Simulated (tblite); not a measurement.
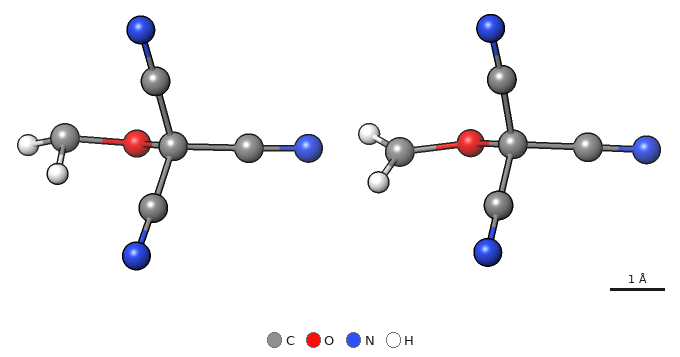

Two geometries of C₅H₂N₃O (multiplicity 2), drawn at one scale. One is the start of a relaxation, the other its converged end. The picture is a ball-and-stick view, seen at a tilt.

The calculation used GFN2-xTB geometry optimisation, gas phase in tblite 0.8.0. 

Which geometry has the lower energy?

The right one is the relaxed one. The energy falls by 11.0 kcal/mol in 69 geometry steps. An H atom moves most after the best rigid fit: 0.44 Å. By element the largest moves are H 0.44 Å, C 0.32 Å, N 0.26 Å, O 0.13 Å. Among the contacts that change: C–O 1.405 → 1.353 Å, C–H 1.112 → 1.074 Å, C–O 1.392 → 1.428 Å, C–N 1.155 → 1.139 Å. Among the angles between lasting bonds that change: O–C–H 105.7° → 121.1°, C–O–C 105.1° → 117.2°, H–C–H 115.6° → 123.9°. The run took 0.38 s on 1 thread of Arm Neoverse V1 (shared host).
